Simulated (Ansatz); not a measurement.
Ag$_{3}$Ru$_{17}$

Input file:

```
crystal:
  lattice:
    - [4.106277, -2.369427, -4.396164]
    - [4.106297, -2.36945, 4.396195]
    - [-1.375894, -7.120677, 1.5e-05]
  atoms:
    - { symbol: Ru, position: [0.1458301636, 0.3962291329, 0.5922152381] }
    - { symbol: Ru, position: [0.9388798405, 0.1892681596, 0.4077159608] }
    - { symbol: Ru, position: [0.6397383225, 0.8901183676, 0.6016694378] }
    - { symbol: Ru, position: [0.4396435591, 0.6900299651, 0.4049517033] }
    - { symbol: Ru, position: [0.2419016428, 0.492293241, 0.2053811094] }
    - { symbol: Ru, position: [0.5374934234, 0.7878731914, 0.9979774521] }
    - { symbol: Ru, position: [0.3438829564, 0.5942677822, 0.7974460892] }
    - { symbol: Ru, position: [0.06559448, 0.8011818687, 0.5982664135] }
    - { symbol: Ru, position: [0.8649264596, 0.5972278989, 0.4011367267] }
    - { symbol: Ru, position: [0.5507859532, 0.3159880736, 0.5982639088] }
    - { symbol: Ru, position: [0.34683517, 0.1153273182, 0.4011391514] }
    - { symbol: Ru, position: [0.1704286492, 0.8940523788, 0.2034107464] }
    - { symbol: Ru, position: [0.9723920536, 0.7042144358, 0.0001857606] }
    - { symbol: Ru, position: [0.7458924242, 0.5217523691, 0.7960508013] }
    - { symbol: Ru, position: [0.6436589796, 0.4208107629, 0.2034204502] }
    - { symbol: Ru, position: [0.4538111568, 0.2227783793, 0.0001916068] }
    - { symbol: Ru, position: [0.2713624642, 0.9962743758, 0.7960558652] }
    - { symbol: Ag, position: [0.0395238973, 0.2899213618, 0.0023340034] }
    - { symbol: Ag, position: [0.841276378, 0.0916728823, 0.7993202805] }
    - { symbol: Ag, position: [0.7392885782, 0.9896807727, 0.2025871594] }
basis:
  ecutwfc: 420
kpoints:
  mp_grid: { grid: [5, 5, 5] }
hamiltonian:
  xc: pbe
scf:
  occupations: { method: gaussian, width: 0.1 }
  n_extra_bands: 10
output:
  forces: true
  stress: true
  eigenvalues: true
  populations: true
  dos:
    method: { smearing: { sigma: 0.1, scheme: gaussian } }
    projected: true
    de: 0.02
  write_density: true
  write_potential: true
  elf: true
  volumetric_format: npy
```

Command:

```sh
ansatz run input.yaml --threads 4 --pin off --max-ram 9216MiB --backend cpu --events-out ev --progress --plain --runs-dir out
```

Below, planes, directions and counts refer to the conventional cell (a = 9.48 Å, b = 8.79 Å, c = 7.25 Å, α = 90.00°, β = 109.05°, γ = 90.00°).

Space group Cm; a generated structure, not necessarily the stable one; computed without spin polarisation.

All numbers below come from DFT PBE, scalar-relativistic, plane waves, PAW (Ansatz).

> What can the converged valence pseudo-density and electron localisation function tell about the bonding?

Ag–Ru (2.68 Å): the density is about 0.35 e/Å³ at the midpoint; the ELF is about 0.25 at the midpoint: no localised pair shows between them.

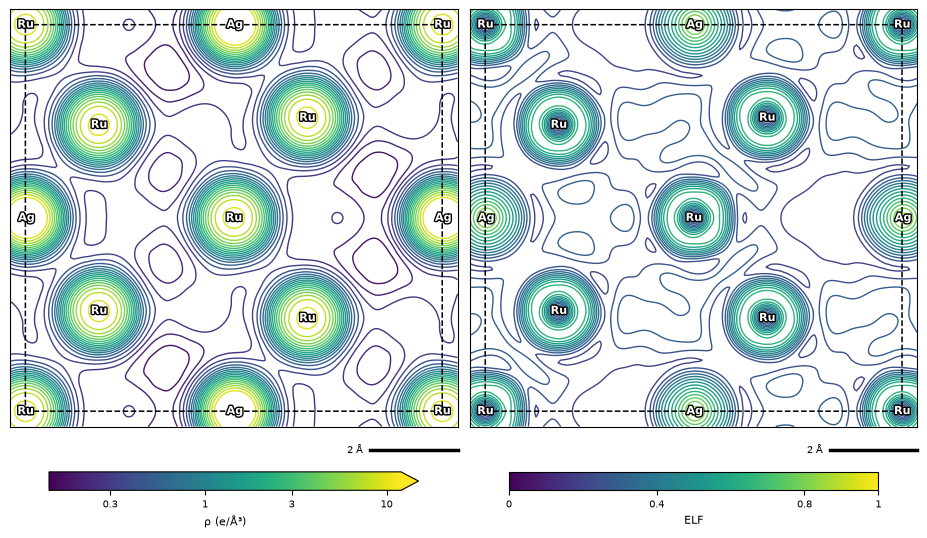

Computed valence pseudo-density and electron localisation function on the (001) plane of the conventional cell, in this order. 

The density is the valence pseudo-density of a PAW calculation; it isn't the true density close to the nuclei.
